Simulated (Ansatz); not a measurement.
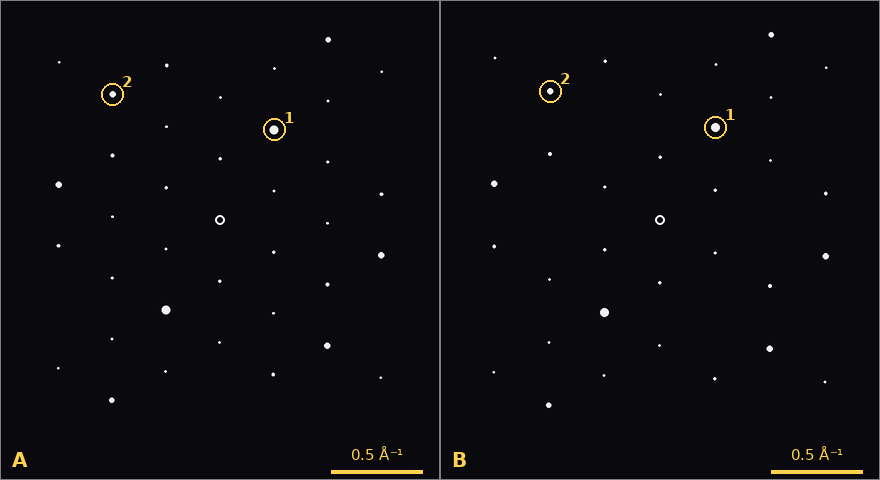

Kinematic electron diffraction patterns (200 kV, B = 0.5 Å², same scale) along [010] of the run's own cell, for the start and the end of one relaxation of Mn3S2 with DFT PBE, scalar-relativistic, plane waves, PAW in Ansatz. k mesh 12×12×12. The start is a generated model structure, and the relaxation ends in the nearest stationary point of its symmetry, not necessarily the ground state. Spot 1 is -1 0 1 and spot 2 is 2 0 3 in both.

Start structure:

```
CELL_PARAMETERS angstrom
1.72426 0.99550 7.99282
-1.72426 0.99550 7.99282
0.00000 -1.99100 7.99282
ATOMIC_POSITIONS crystal
Mn 0.00000 0.00000 0.00000
Mn 0.20950 0.20950 0.20950
Mn 0.79050 0.79050 0.79050
S 0.40000 0.40000 0.40000
S 0.60000 0.60000 0.60000
```

**Which pattern belongs to the start structure, and which to the relaxed one?**

A is the start: its cell gives d(1) = 1.724 Å, d(2) = 1.099 Å and an angle of 71.4°. B is the relaxed structure, with d(1) = 1.678 Å (-2.7 %), d(2) = 1.070 Å (-2.6 %) and 71.4°.

**Summarise the relaxation behind the change.**

The volume changed by -7.0 % to 15.31 Å³ an atom; with the mean shift removed, the atoms moved by up to 0.05 Å relative to the cell (Mn most); the space group stayed R-3m (No. 166); the free energy fell by 19 meV an atom. Relaxed cell: a = 8.081 Å, b = 8.081 Å, c = 8.081 Å, α = 23.97°, β = 23.97°, γ = 23.97°.
